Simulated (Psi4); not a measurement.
# CH4FGeN (SMILES [H]/N=[C](/F)[GeH3]) at PBE0/6-31G(d) (spherical functions)

What is the vertical ionisation energy of CH4FGeN at PBE0/6-31G* (spherical functions)? 

Program for the calculation: Psi4 1.11.

2 further runs of the same task are left out: 2 set aside as unsound or not needed. Runs told in other sessions of the task aren't counted.

### 1 The structure to begin with

CH4FGeN: 8 atoms, total charge 0, spin state singlet. As SMILES, `[H]/N=[C](/F)[GeH3]`. The coordinates come from a PBE0-D4/def2-TZVP relaxation.

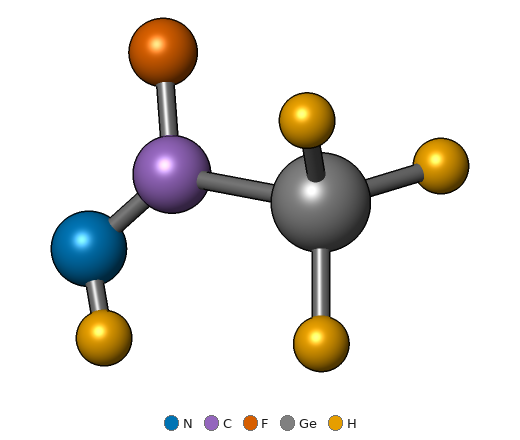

Viewed from a chosen angle; nitrogen blue, carbon purple, fluorine orange, germanium grey, hydrogen amber.

### 2 A single-point energy at PBE0/6-31G(d) (spherical functions)

Contents of ch4fgen.py:

```python
import psi4

psi4.set_memory('2200 MB')
psi4.set_num_threads(1)
psi4.set_output_file('ch4fgen.out', False)

mol = psi4.geometry("""
0 1
N      1.895900     0.222300    -0.348500
C      0.908100     0.027300     0.385600
F      1.137400    -0.127100     1.702400
Ge    -1.019900    -0.103800    -0.035500
H      1.617200     0.325400    -1.319900
H     -1.766200     1.006900     0.710300
H     -1.149700     0.071600    -1.553900
H     -1.530700    -1.479600     0.403700
units angstrom
symmetry c1
no_reorient
no_com
""")

options = {'basis': '6-31G*', 'reference': 'rks', 'puream': True, 'e_convergence': 1e-09, 'd_convergence': 1e-08, 'scf_type': 'pk', 'dft_radial_points': 99, 'dft_spherical_points': 590}
psi4.set_options(options)

E, wfn = psi4.energy("pbe0", return_wfn=True)
psi4.oeprop(wfn, "WIBERG_LOWDIN_INDICES", "QUADRUPOLE", "LOWDIN_CHARGES")
print(f'pbe0 energy: {E:.10f} Eh')
```

The run is started by

```
python ch4fgen.py
```

ch4fgen.out:

```text
[...]
  Running in c1 symmetry.
[...]
  Nuclear repulsion =  257.992179624617791
[...]
  Multiplicity = 1
[...]
  Nalpha       = 29
  Nbeta        = 29
[...]
    Number of basis functions: 82
[...]
   @RKS iter   1: -2269.73387792342692   -1.96656e+00   3.34923e-02 ADIIS/DIIS
[...]
   @RKS iter  12: -2271.31379010508817   -3.18323e-12   4.66393e-09 DIIS
[...]
    Orbital Energies [Eh]
    ---------------------
    Doubly Occupied:
       1A   -399.105226     2A    -49.959897     3A    -44.443194
       4A    -44.442930     5A    -44.442895     6A    -24.791328
       7A    -14.393176     8A    -10.352044     9A     -6.322845
      10A     -4.476687    11A     -4.476047    12A     -4.475820
      13A     -1.260479    14A     -1.253763    15A     -1.253276
      16A     -1.251924    17A     -1.250865    18A     -1.250531
      19A     -0.945583    20A     -0.652125    21A     -0.602765
      22A     -0.526581    23A     -0.485365    24A     -0.472870
      25A     -0.397417    26A     -0.376253    27A     -0.367640
      28A     -0.327942    29A     -0.289923
[...]
  @RKS Final Energy: -2271.31379010508817
   => Energetics <=
    Nuclear Repulsion Energy =            257.9921796246177905
    One-Electron Energy =               -3674.7601467009922089
    Two-Electron Energy =                1223.1311853929250901
    DFT Exchange-Correlation Energy =     -77.6770084216388312
    Empirical Dispersion Energy =           0.0000000000000000
    VV10 Nonlocal Energy =                  0.0000000000000000
    Total Energy =                      -2271.3137901050881737
[...]
 Multipole Moments:
 ------------------------------------------------------------------------------------
     Multipole            Electronic (a.u.)      Nuclear  (a.u.)        Total (a.u.)
 ------------------------------------------------------------------------------------
 L = 1.  Multiply by 2.5417464519 to convert [e a0] to [Debye]
 Dipole X            :         11.3378248          -12.3015502           -0.9637254
 Dipole Y            :          5.3209252           -5.3314843           -0.0105591
 Dipole Z            :        -23.8653851           23.2434424           -0.6219427
 Magnitude           :                                                    1.1470357
 L = 2.  Multiply by 1.3450342976 to convert [e a0^2] to [Debye ang]
 Quadrupole XX       :       -331.8231472          301.5334412          -30.2897060
 Quadrupole XY       :        -22.0194559           21.8404184           -0.1790375
[...]
```

On the terminal:

```text
pbe0 energy: -2271.3137901051 Eh
```

Run time: 14 s. Hardware: 1 thread of Intel Xeon Platinum 8488C (Sapphire Rapids), shared host; peak memory 1.1 GiB.

### 3 The doublet cation: energy and forces at UPBE0/6-31G(d) (spherical functions)

Contents of run.py:

```python
import psi4

psi4.set_memory(2200000000)
psi4.set_num_threads(1)
psi4.set_output_file('output.dat', False)

mol = psi4.geometry("""
1 2
N      1.895900     0.222300    -0.348500
C      0.908100     0.027300     0.385600
F      1.137400    -0.127100     1.702400
Ge    -1.019900    -0.103800    -0.035500
H      1.617200     0.325400    -1.319900
H     -1.766200     1.006900     0.710300
H     -1.149700     0.071600    -1.553900
H     -1.530700    -1.479600     0.403700
units angstrom
symmetry c1
""")

psi4.set_options({
    'reference': 'uks',
    'puream': True,
    'e_convergence': 1e-09,
    'd_convergence': 1e-08,
    'scf_type': 'pk',
    'dft_radial_points': 99,
    'dft_spherical_points': 590,
    'maxiter': 100,
})

energy_value, wavefunction = psi4.gradient('pbe0/6-31G*', return_wfn=True)
psi4.oeprop(wavefunction, 'QUADRUPOLE', 'MAYER_INDICES', 'LOWDIN_CHARGES')
print('gradient / Eh bohr^-1')
print(energy_value.np.round(6))
print(f'energy = {wavefunction.energy():.10f} Eh')
```

The run is started by

```
python run.py
```

output.dat:

```text
[...]
  Running in c1 symmetry.
[...]
  Nuclear repulsion =  257.992179624617791
[...]
  Multiplicity = 2
[...]
  Nalpha       = 29
  Nbeta        = 28
[...]
    Number of basis functions: 82
[...]
   @UKS iter   1: -2269.51483879851548   -1.74752e+00   3.27815e-02 ADIIS/DIIS
[...]
   @UKS iter  17: -2270.93756693454270   -3.18323e-12   8.44959e-09 DIIS
[...]
   @S^2 Observed:                7.586463490E-01
[...]
  @UKS Final Energy: -2270.93756693454270
   => Energetics <=
    Nuclear Repulsion Energy =            257.9921796246177905
    One-Electron Energy =               -3660.5181024287376204
    Two-Electron Energy =                1208.9827940740592567
    DFT Exchange-Correlation Energy =     -77.3944382044818013
    Empirical Dispersion Energy =           0.0000000000000000
    VV10 Nonlocal Energy =                  0.0000000000000000
    Total Energy =                      -2270.9375669345427013
  UHF NO Occupations:
  HONO-2 :   27  A 1.9981156
  HONO-1 :   28  A 1.9980554
[...]
  -Total Gradient:
     Atom            X                  Y                   Z
    ------   -----------------  -----------------  -----------------
       1        0.044284093789     0.000473260016     0.028805296845
       2       -0.054542781715     0.007501200344    -0.095711111943
       3        0.018675849749    -0.002542375643     0.032373755074
       4        0.045299532267     0.001599341363     0.021058856993
       5       -0.028536244303    -0.005562944272     0.020726619744
       6       -0.009610308028    -0.004467925600    -0.003904167728
       7       -0.005171441990    -0.000451034553    -0.000408755367
       8       -0.010389850108     0.003449508910    -0.002927355212
[...]
 Multipole Moments:
 ------------------------------------------------------------------------------------
     Multipole            Electronic (a.u.)      Nuclear  (a.u.)        Total (a.u.)
 ------------------------------------------------------------------------------------
 L = 1.  Multiply by 2.5417464519 to convert [e a0] to [Debye]
 Dipole X            :         -4.1983394            4.8042873            0.6059478
 Dipole Y            :         -0.4745232            0.6620271            0.1875039
 Dipole Z            :          0.4867928           -1.4420851           -0.9552924
 Magnitude           :                                                    1.1466970
 L = 2.  Multiply by 1.3450342976 to convert [e a0^2] to [Debye ang]
 Quadrupole XX       :       -315.5255351          299.3222867          -16.2032484
 Quadrupole XY       :        -19.7210998           20.7644709            1.0433712
[...]
```

Standard output:

```text
gradient / Eh bohr^-1
[[ 0.044284  0.000473  0.028805]
 [-0.054543  0.007501 -0.095711]
 [ 0.018676 -0.002542  0.032374]
 [ 0.0453    0.001599  0.021059]
 [-0.028536 -0.005563  0.020727]
 [-0.00961  -0.004468 -0.003904]
 [-0.005171 -0.000451 -0.000409]
 [-0.01039   0.00345  -0.002927]]
energy = -2270.9375669345 Eh
```

It took 30 s on 1 thread of Intel Xeon Platinum 8488C (Sapphire Rapids), shared host; peak memory 1.1 GiB.

### 4 Summary of results

Level: PBE0/6-31G* (spherical functions).

| quantity | value |
| --- | --- |
| singlet CH4FGeN: total energy | -2271.31379 Eh |
| singlet CH4FGeN: dipole moment | 2.92 D |
| singlet CH4FGeN: HOMO energy | -7.89 eV |
| singlet CH4FGeN: LUMO energy | -0.20 eV |
| singlet CH4FGeN: HOMO–LUMO gap | 7.69 eV |
| doublet cation: total energy | -2270.93757 Eh |
| doublet cation: HOMO energy (highest over α and β) | -15.42 eV |
| doublet cation: LUMO energy (lowest over α and β) | -12.53 eV |
| doublet cation: ⟨S²⟩ | 0.759 |
| doublet cation: largest force on an atom | 5.678 eV/Å |
| vertical ionisation energy (to the doublet cation) | 10.238 eV |

In words: The vertical ionisation energy comes to 10.24 eV (988 kJ/mol). −ε(HOMO) before ionisation, 7.89 eV, is 2.35 eV below this ionisation energy. With no_com the log's rotational constants are taken about the origin, not the centre of mass, so they aren't the molecule's.
